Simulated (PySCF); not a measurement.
**LaC (doublet): density, localisation and related maps**

```xyz
2

La    0.0000    0.0000   -0.1539
C     0.0000    0.0000    1.7821
```

Method: PySCF 2.14.0, PBE0/x2c-SVPall, spin-free X2C-1e, Gaussian nucleus, at a bond length of 1.936 Å.

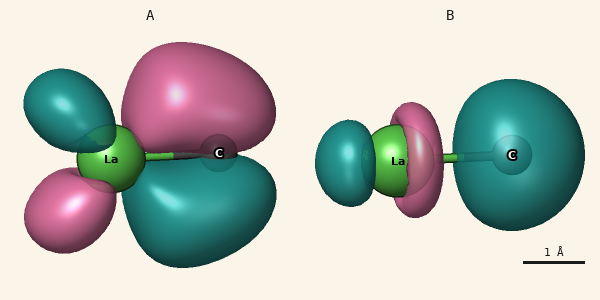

Figure 1. Two frontier β-spin orbitals, each drawn at the value that holds 80 % of its norm (teal and pink are the two phases), in no order; of a degenerate pair one member is drawn.

Name the orbitals and rank them from lowest to highest energy.

Answer. Orbital B: σ, occupied in this spin, −9.71 eV; mainly on C (70 %).
Orbital A: π, occupied in this spin, −4.08 eV; bonding, with no node between the atoms.

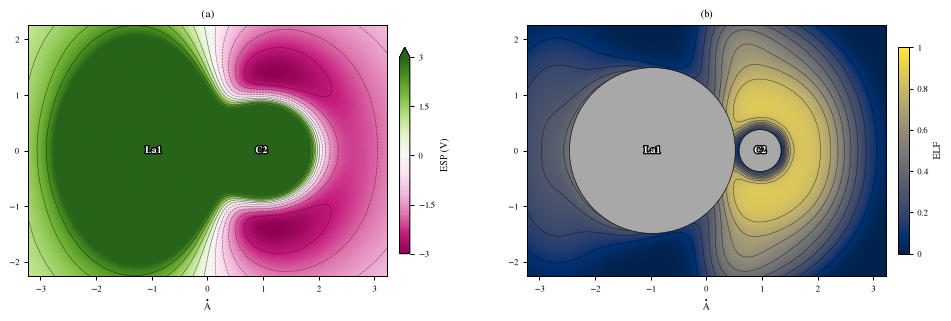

Figure 2. (a) electrostatic potential; (b) electron localisation function on a plane that holds the molecular axis. Grey discs cover the atomic cores in the ELF map.

Interpret the plot.

Answer.
- The plane passes through La and C nuclei.
- C–La (1.94 Å): the ELF peaks at about 0.65 in the valence shell of C, 0.6 Å from its nucleus, and is about 0.50 at the midpoint.
- Outside the dense part of the molecule the potential is most negative (−3.0 V) near C2.

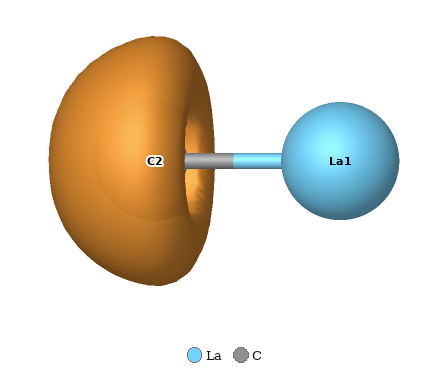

Figure 3. Isosurface of the electron localisation function at 0.8 (orange), seen from one side. Core shells and regions of very low density are left out.

Describe the localisation domains.

Answer. At this value the surface marks out one ring or bowl of non-bonding electrons around C.

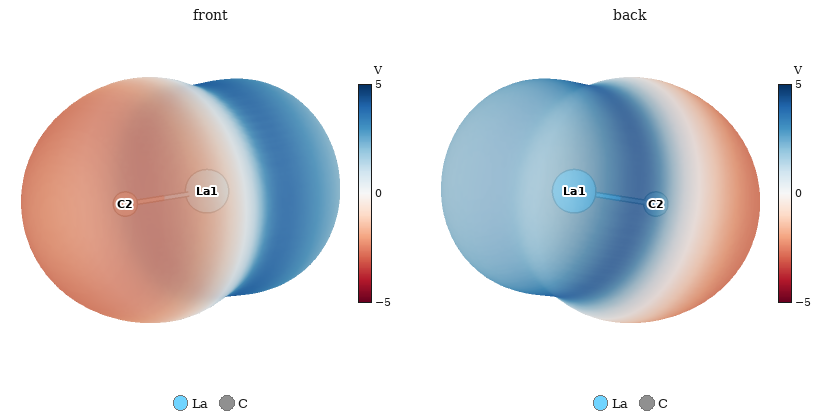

Figure 4. The electrostatic potential painted on the density surface at 0.002 e/bohr³, seen from the front and from behind; the colour scale runs from red (negative) to blue (positive).

Describe the electrostatic potential map.

Answer. The most negative region (about −2.5 V) lies over C2, the most positive (about +4.0 V) over La1.
